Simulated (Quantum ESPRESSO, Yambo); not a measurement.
# SiC (F-43m): a self-consistent loop beyond G0W0, cycle by cycle, part 2 of 2

How far does self-consistency move the gap of SiC (F-43m)?

Quantum ESPRESSO 7.5 and Yambo 5.3.0; PBE and many-body steps on it, plane waves. Known limits of the many-body steps: not at the basis limit; coarse k mesh.

So far. Step 4 (G0W0): The gap on the mesh goes from 1.36 eV to 2.07 eV, a correction of +0.71 eV. Step 5 (evGW0, cycle 1): Against G0W0 in Yambo (4×4×4 mesh, 90 bands, screening to 210.9 eV, Godby-Needs plasmon pole), the gap moves by +0.079 eV.

## (6) evGW0, cycle 2

Level of this step: evGW0 on PBE, plane waves, norm-conserving pseudopotentials (Yambo).

The corrected levels of the last cycle go back in.

File gw3.in:

```
HF_and_locXC
gw0
dyson
ppa
em1d
rim_cut
RandQpts= 1000000
RandGvec= 1 RL
EXXRLvcs= 74 Ry
VXCRLvcs= 296 Ry
Chimod= "HARTREE"
% BndsRnXp
 1 | 90 |
%
NGsBlkXp= 15.5 Ry
% LongDrXp
 1 | 1 | 1 |
%
% GbndRnge
 1 | 90 |
%
DysSolver= "n"
ExtendOut
PPAPntXp= 27.21138 eV
% QPkrange
 1 | 8 | 1 | 8 |
%
GfnQPdb= "E < ./gw2_fix/ndb.QP"
```

Run with:

```sh
$ OMP_NUM_THREADS=1 mpirun -n 4 yambo -F gw3.in -J gw3,gw1_W -C gw3 > gw3.log
```

Log:

```text
 Yambo, version 5.3.0

 [02] CORE Variables Setup
 =========================

  [... cell, symmetries and grids as in the set-up ...]

  [02.05] Energies & Occupations
  ==============================

  [X] === General ===
  [X] Electronic Temperature                        :  0.000000  0.000000 [eV K]
  [X] Bosonic    Temperature                        :  0.000000  0.000000 [eV K]
  [X] Finite Temperature mode                       : no
  [X] El. density                                   :  0.38662E+24 [cm-3]
[...]
Sx RL components                                 :  1471

   QP @ state[ 1 ] K range                          :   1   8
   QP @ state[ 1 ] b range                          :   1   8
   GF energies kind                                 : Perdew, Burke & Ernzerhof(X)+Perdew, Burke & Ernzerhof(C)+ E < ./gw1/ndb.QP + @E Fit+ E < ./gw2_fix/
   GF WF`s kind                                     : Perdew, Burke & Ernzerhof(X)+Perdew, Burke & Ernzerhof(C)
   Xs energies kind                                 : Perdew, Burke & Ernzerhof(X)+Perdew, Burke & Ernzerhof(C)
   Xs WF`s kind                                     : Perdew, Burke & Ernzerhof(X)+Perdew, Burke & Ernzerhof(C)

 [13] Game Over & Game summary
```

Run time: 92 s. Hardware: 4 MPI ranks of Arm Neoverse V2, shared host; peak memory 1.1 GiB.

This step gave:

```yaml
quasiparticle_gap_on_the_mesh: 2.155 eV
gap_of_the_density_functional_on_the_mesh: 1.361 eV
k_of_the_valence_top: 0, 0, 0
k_of_the_conduction_bottom: 0, -0.5, -0.5
least_direct_quasiparticle_gap_on_the_computed_points: 5.717 eV
```

Against the cycle before, the gap moves by +0.007 eV.

The program's own table gives 2.287 eV, which is too large where the input levels are shifted: this version takes Σc at the unshifted level E₀, yet steps from the shifted one. The value above is the Newton step from E₀, E₀ + Z(Σc + Σx − Vxc), rebuilt from the printed columns.

## (7) evGW, cycle 1

This step: evGW on PBE, plane waves, norm-conserving pseudopotentials.

gw4.in, as its differences from gw3.in of step 6:

```diff
@@ -27,2 +27,3 @@
 %
-GfnQPdb= "E < ./gw2_fix/ndb.QP"
+GfnQPdb= "E < ./gw1/ndb.QP"
+XfnQPdb= "E < ./gw1/ndb.QP"
```

Run with:

```sh
$ OMP_NUM_THREADS=1 mpirun -n 4 yambo -F gw4.in -J gw4 -C gw4 > gw4.log
```

Log:

```text
 Yambo, version 5.3.0

 [02] CORE Variables Setup
 =========================

  [... cell, symmetries and grids as in the set-up ...]

  [02.05] Energies & Occupations
  ==============================

  [X] === General ===
  [X] Electronic Temperature                        :  0.000000  0.000000 [eV K]
  [X] Bosonic    Temperature                        :  0.000000  0.000000 [eV K]
  [X] Finite Temperature mode                       : no
  [X] El. density                                   :  0.38662E+24 [cm-3]
[...]
Sx RL components                                 :  1471

   QP @ state[ 1 ] K range                          :   1   8
   QP @ state[ 1 ] b range                          :   1   8
   GF energies kind                                 : Perdew, Burke & Ernzerhof(X)+Perdew, Burke & Ernzerhof(C)+ E < ./gw1/ndb.QP + @E Fit
   GF WF`s kind                                     : Perdew, Burke & Ernzerhof(X)+Perdew, Burke & Ernzerhof(C)
   Xs energies kind                                 : Perdew, Burke & Ernzerhof(X)+Perdew, Burke & Ernzerhof(C)
   Xs WF`s kind                                     : Perdew, Burke & Ernzerhof(X)+Perdew, Burke & Ernzerhof(C)

 [15] Game Over & Game summary
```

It took 99 s on 4 MPI ranks; peak memory 1.1 GiB.

Numbers from this step:

```
quasiparticle gap on the mesh                         : 2.279 eV
gap of the density functional on the mesh             : 1.361 eV
k of the valence top                                  : 0, 0, 0
k of the conduction bottom                            : 0, -0.5, -0.5
least direct quasiparticle gap on the computed points : 5.862 eV
```

Against G0W0 in Yambo (4×4×4 mesh, 90 bands, screening to 210.9 eV, Godby-Needs plasmon pole), the gap moves by +0.209 eV.

The program's own table gives 2.391 eV, which is too large where the input levels are shifted: this version takes Σc at the unshifted level E₀, yet steps from the shifted one. The value above is the Newton step from E₀, E₀ + Z(Σc + Σx − Vxc), rebuilt from the printed columns.

## (8) evGW, cycle 2

gw5.in, as its differences from gw4.in of step 7:

```diff
@@ -27,3 +27,3 @@
 %
-GfnQPdb= "E < ./gw1/ndb.QP"
-XfnQPdb= "E < ./gw1/ndb.QP"
+GfnQPdb= "E < ./gw4_fix/ndb.QP"
+XfnQPdb= "E < ./gw4_fix/ndb.QP"
```

Run with:

```sh
$ OMP_NUM_THREADS=1 mpirun -n 4 yambo -F gw5.in -J gw5 -C gw5 > gw5.log
```

Log:

```text
 Yambo, version 5.3.0

 [02] CORE Variables Setup
 =========================

  [... cell, symmetries and grids as in the set-up ...]

  [02.05] Energies & Occupations
  ==============================

  [X] === General ===
  [X] Electronic Temperature                        :  0.000000  0.000000 [eV K]
  [X] Bosonic    Temperature                        :  0.000000  0.000000 [eV K]
  [X] Finite Temperature mode                       : no
  [X] El. density                                   :  0.38662E+24 [cm-3]
[...]
Sx RL components                                 :  1471

   QP @ state[ 1 ] K range                          :   1   8
   QP @ state[ 1 ] b range                          :   1   8
   GF energies kind                                 : Perdew, Burke & Ernzerhof(X)+Perdew, Burke & Ernzerhof(C)+ E < ./gw1/ndb.QP + @E Fit+ E < ./gw4_fix/
   GF WF`s kind                                     : Perdew, Burke & Ernzerhof(X)+Perdew, Burke & Ernzerhof(C)
   Xs energies kind                                 : Perdew, Burke & Ernzerhof(X)+Perdew, Burke & Ernzerhof(C)
   Xs WF`s kind                                     : Perdew, Burke & Ernzerhof(X)+Perdew, Burke & Ernzerhof(C)

 [15] Game Over & Game summary
```

It took 99 s on 4 MPI ranks; peak memory 1.1 GiB.

Numbers from this step:

- quasiparticle gap on the mesh: 2.337 eV
- gap of the density functional on the mesh: 1.361 eV
- k of the valence top: 0, 0, 0
- k of the conduction bottom: 0, -0.5, -0.5
- least direct quasiparticle gap on the computed points: 5.942 eV

Against the cycle before, the gap moves by +0.058 eV.

The program's own table gives 2.478 eV, which is too large where the input levels are shifted: this version takes Σc at the unshifted level E₀, yet steps from the shifted one. The value above is the Newton step from E₀, E₀ + Z(Σc + Σx − Vxc), rebuilt from the printed columns.

## (9) evGW, cycle 3

gw6.in, as its differences from gw5.in of step 8:

```diff
@@ -27,3 +27,3 @@
 %
-GfnQPdb= "E < ./gw4_fix/ndb.QP"
-XfnQPdb= "E < ./gw4_fix/ndb.QP"
+GfnQPdb= "E < ./gw5_fix/ndb.QP"
+XfnQPdb= "E < ./gw5_fix/ndb.QP"
```

Run with:

```sh
$ OMP_NUM_THREADS=1 mpirun -n 4 yambo -F gw6.in -J gw6 -C gw6 > gw6.log
```

Log:

```text
 Yambo, version 5.3.0

 [02] CORE Variables Setup
 =========================

  [... cell, symmetries and grids as in the set-up ...]

  [02.05] Energies & Occupations
  ==============================

  [X] === General ===
  [X] Electronic Temperature                        :  0.000000  0.000000 [eV K]
  [X] Bosonic    Temperature                        :  0.000000  0.000000 [eV K]
  [X] Finite Temperature mode                       : no
  [X] El. density                                   :  0.38662E+24 [cm-3]
[...]
Sx RL components                                 :  1471

   QP @ state[ 1 ] K range                          :   1   8
   QP @ state[ 1 ] b range                          :   1   8
   GF energies kind                                 : Perdew, Burke & Ernzerhof(X)+Perdew, Burke & Ernzerhof(C)+ E < ./gw1/ndb.QP + @E Fit+ E < ./gw4_fix/
   GF WF`s kind                                     : Perdew, Burke & Ernzerhof(X)+Perdew, Burke & Ernzerhof(C)
   Xs energies kind                                 : Perdew, Burke & Ernzerhof(X)+Perdew, Burke & Ernzerhof(C)
   Xs WF`s kind                                     : Perdew, Burke & Ernzerhof(X)+Perdew, Burke & Ernzerhof(C)

 [15] Game Over & Game summary
```

It took 99 s on 4 MPI ranks; peak memory 1.2 GiB.

Numbers from this step:

```yaml
quasiparticle_gap_on_the_mesh: 2.354 eV
gap_of_the_density_functional_on_the_mesh: 1.361 eV
k_of_the_valence_top: 0, 0, 0
k_of_the_conduction_bottom: 0, -0.5, -0.5
least_direct_quasiparticle_gap_on_the_computed_points: 5.967 eV
```

Against the cycle before, the gap moves by +0.017 eV.

The program's own table gives 2.502 eV, which is too large where the input levels are shifted: this version takes Σc at the unshifted level E₀, yet steps from the shifted one. The value above is the Newton step from E₀, E₀ + Z(Σc + Σx − Vxc), rebuilt from the printed columns.

## (10) evGW, cycle 4

gw7.in, as its differences from gw6.in of step 9:

```diff
@@ -27,3 +27,3 @@
 %
-GfnQPdb= "E < ./gw5_fix/ndb.QP"
-XfnQPdb= "E < ./gw5_fix/ndb.QP"
+GfnQPdb= "E < ./gw6_fix/ndb.QP"
+XfnQPdb= "E < ./gw6_fix/ndb.QP"
```

Run with:

```sh
$ OMP_NUM_THREADS=1 mpirun -n 4 yambo -F gw7.in -J gw7 -C gw7 > gw7.log
```

Log:

```text
 Yambo, version 5.3.0

 [02] CORE Variables Setup
 =========================

  [... cell, symmetries and grids as in the set-up ...]

  [02.05] Energies & Occupations
  ==============================

  [X] === General ===
  [X] Electronic Temperature                        :  0.000000  0.000000 [eV K]
  [X] Bosonic    Temperature                        :  0.000000  0.000000 [eV K]
  [X] Finite Temperature mode                       : no
  [X] El. density                                   :  0.38662E+24 [cm-3]
[...]
Sx RL components                                 :  1471

   QP @ state[ 1 ] K range                          :   1   8
   QP @ state[ 1 ] b range                          :   1   8
   GF energies kind                                 : Perdew, Burke & Ernzerhof(X)+Perdew, Burke & Ernzerhof(C)+ E < ./gw1/ndb.QP + @E Fit+ E < ./gw4_fix/
   GF WF`s kind                                     : Perdew, Burke & Ernzerhof(X)+Perdew, Burke & Ernzerhof(C)
   Xs energies kind                                 : Perdew, Burke & Ernzerhof(X)+Perdew, Burke & Ernzerhof(C)
   Xs WF`s kind                                     : Perdew, Burke & Ernzerhof(X)+Perdew, Burke & Ernzerhof(C)

 [15] Game Over & Game summary
```

Elapsed: 100 s, on 4 MPI ranks; peak memory 1.1 GiB; 6.6 min of CPU time.

Numbers from this step:

```yaml
quasiparticle_gap_on_the_mesh: 2.360 eV
gap_of_the_density_functional_on_the_mesh: 1.361 eV
k_of_the_valence_top: 0, 0, 0
k_of_the_conduction_bottom: 0, -0.5, -0.5
least_direct_quasiparticle_gap_on_the_computed_points: 5.974 eV
```

Against the cycle before, the gap moves by +0.005 eV.

The program's own table gives 2.510 eV, which is too large where the input levels are shifted: this version takes Σc at the unshifted level E₀, yet steps from the shifted one. The value above is the Newton step from E₀, E₀ + Z(Σc + Σx − Vxc), rebuilt from the printed columns.

## (11) The runs together

Times are wall times on 4 MPI ranks of Arm Neoverse V2, shared host, good to a factor of about two.

| run | mesh | bands | screening cutoff (eV) | DFT gap (eV) | gap on the mesh (eV) | direct (eV) | time |
| --- | --- | --- | --- | --- | --- | --- | --- |
| G0W0 | 4×4×4 | 90 | 210.9 | 1.361 | 2.070 | 5.581 | 100 s |
| evGW0, cycle 1 | 4×4×4 | 90 | 210.9 | 1.361 | 2.148 | 5.704 | 92 s |
| evGW0, cycle 2 | 4×4×4 | 90 | 210.9 | 1.361 | 2.155 | 5.717 | 92 s |
| evGW, cycle 1 | 4×4×4 | 90 | 210.9 | 1.361 | 2.279 | 5.862 | 99 s |
| evGW, cycle 2 | 4×4×4 | 90 | 210.9 | 1.361 | 2.337 | 5.942 | 99 s |
| evGW, cycle 3 | 4×4×4 | 90 | 210.9 | 1.361 | 2.354 | 5.967 | 99 s |
| evGW, cycle 4 | 4×4×4 | 90 | 210.9 | 1.361 | 2.360 | 5.974 | 100 s |

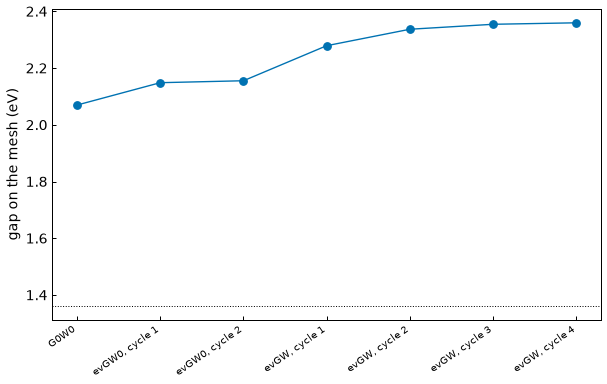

The gap through the cycles; the dotted line is the starting gap.

## (12) Summary of results

```json
{"G0W0": "2.070 eV", "evGW0, cycle 1": "2.148 eV", "evGW0, cycle 2": "2.155 eV", "evGW, cycle 1": "2.279 eV", "evGW, cycle 2": "2.337 eV", "evGW, cycle 3": "2.354 eV", "evGW, cycle 4": "2.360 eV", "known limits": "not at the basis limit; coarse k mesh"}
```

evGW0 ends at 2.16 eV, +0.09 eV from G0W0, after 2 cycles that took 3.1 min beside the first screening; the last moved the gap by 0.007 eV. evGW ends at 2.36 eV, +0.29 eV from G0W0, after 4 cycles that took 6.6 min beside the first screening; the last moved the gap by 0.005 eV. Against experiment, by evGW, cycle 4: the gap of 2.36 eV lies −0.03 eV from the measured 2.39 eV (kind not stated, quoted 2020); the gap of 2.36 eV lies −0.04 eV from the measured 2.4 eV (indirect, 2018). These are gaps on the mesh, at modest bands and cutoff. The calculation has static nuclei and no excitons; a measured gap holds zero-point and thermal motion, which mostly lowers it. Bands and cutoff are finite, so the gap is not at the basis limit. The miss can reach some tenths of an eV and take either sign; the mesh is an error of its own. The 4×4×4 mesh is coarse for this cell, which bears on the long-range parts of exchange and screening.

[Paths, hosts, dates, memory and timing lines, banners, echoed tables and standing remarks are left out of the program output.]

[Logs are printed without paths, hosts, clocks, repeated set-up lines and the standing remarks that a program may print on its own settings, such as how far it seeks lower states.]

[Runs of the session that timed out or met a known fault of the program may be left out.]

[Hosts, paths, dates, database ids (printed as entryN), source tags and the programs' standing remarks are cut or masked in the printed files.]
